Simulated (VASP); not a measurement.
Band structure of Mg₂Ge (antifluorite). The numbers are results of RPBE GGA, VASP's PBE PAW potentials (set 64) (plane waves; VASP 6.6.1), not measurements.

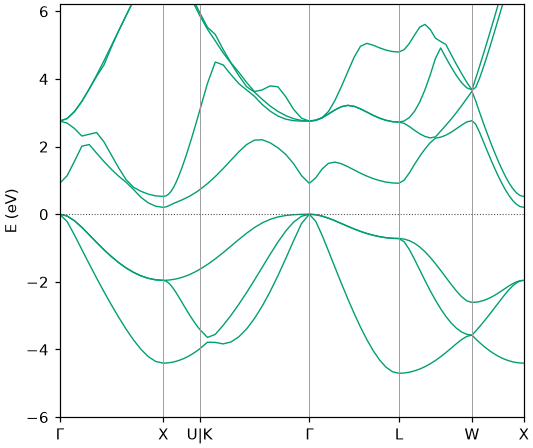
Fig. 1. Bands along high-symmetry lines, zero at the valence-band maximum or, without a gap, the Fermi level

Task: Read the plot: is there a gap, and where are the band edges?

Result: The gap is indirect, 0.20 eV, from the valence maximum at Γ to the conduction minimum at X. (Edges off the drawn lines would not show.)

Measured: gap 0.74 eV (computed value off by -0.54 eV), as given by Byungki Ryu et al., Journal of the Korean Physical Society (2019), arXiv:1905.06140.

The compound is Mg2Ge in the antifluorite structure. It was relaxed first.
